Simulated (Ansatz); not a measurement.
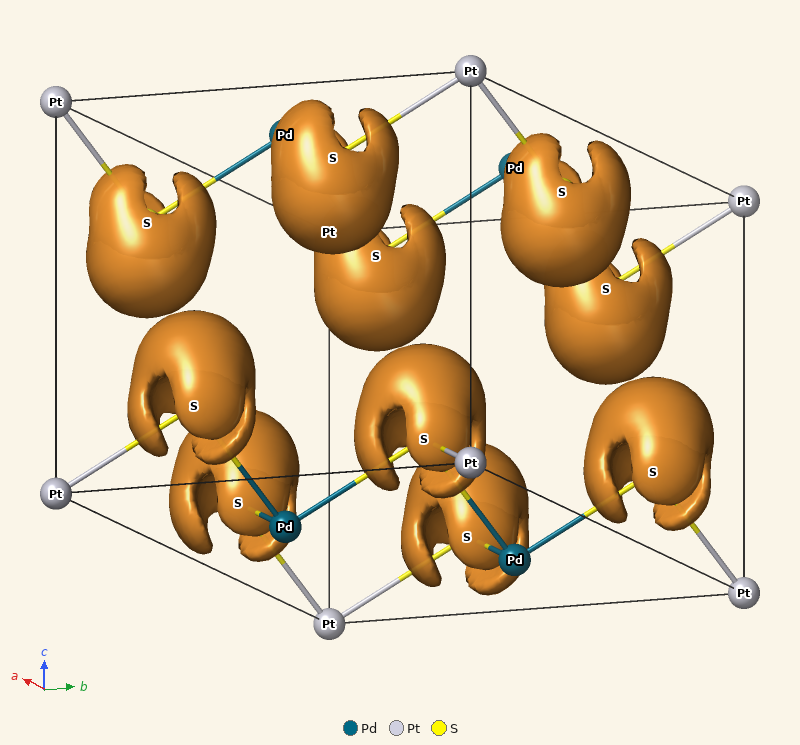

Figure 1: Pd2PtS6. Isosurface of the electron localisation function at 0.8 (orange), seen at an oblique angle. Only the valence region is drawn (cores and ρ < 0.01 e/Å³ removed). Sticks mark near contacts.

Space group P-31m; a structure generated by program, which may or may not match a known phase.

Method: DFT PBE, scalar-relativistic, plane waves, PAW in Ansatz 0.2.0.

Core electrons are frozen (PAW), and the valence fields are smoothed inside the atomic spheres.

Where are the electrons localised?

Answer. At this value the surface marks out six regions wrapped around S (the valence shell of each), counted in one cell of 9 atoms. Regions shared between cells count once.

Values along the shortest contacts:
Pt–S (2.40 Å): the ELF peaks at about 0.85 in the valence shell of S, 0.8 Å from its nucleus, and is about 0.45 at the midpoint. Pd–S (2.40 Å): the ELF peaks at about 0.90 in the valence shell of S, 0.8 Å from its nucleus, and is about 0.45 at the midpoint.

What Bader charges does the calculation give?

Answer. Electrons move from Pd and Pt towards S. Bader charges: Pd +0.53, Pt +0.48 and S −0.26 e.
